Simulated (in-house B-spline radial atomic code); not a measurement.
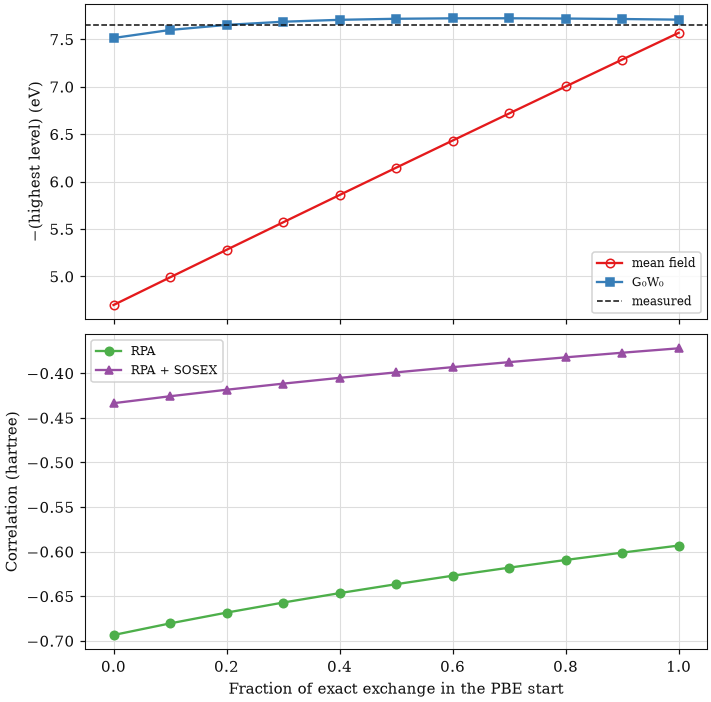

G₀W₀ and RPA for the Mg atom ([Ne] 3s²) as exact exchange is mixed into the PBE start. All-electron spherical atom, non-relativistic, no spin-orbit coupling, Breit or QED terms; computed with a B-spline radial code.

How do the results depend on the fraction of exact exchange?

The mean-field binding energy of 3s runs from 4.70 eV at fraction 0 to 7.57 eV at 1, the G₀W₀ value only from 7.51 to 7.71 eV. The two curves don't cross in this range. The measured removal energy is 7.65 eV. The RPA correlation energy goes from −0.6935 to −0.5932 hartree, and with SOSEX from −0.4336 to −0.3721.
